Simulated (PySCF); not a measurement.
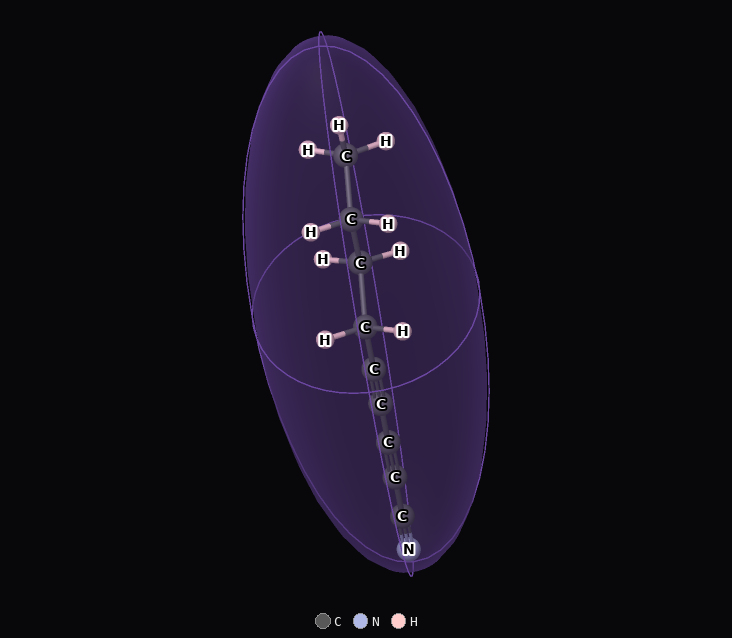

The ellipsoid shows the static dipole polarisability: its half-axes are proportional to the principal values. The geometry was computed by an optimisation with PBE0-D3(BJ)/def2-SVP. No frequency run is at hand to confirm it as a minimum. Computed with CAM-B3LYP/def2-SVPD (PySCF 2.14.0).

> Give the principal values, the mean and the anisotropy.

Principal values 75.3, 82.5, 240.6 bohr³; mean 132.8 bohr³ (19.68 Å³); anisotropy 161.9 bohr³, so the longest axis is 3.20 times the shortest.
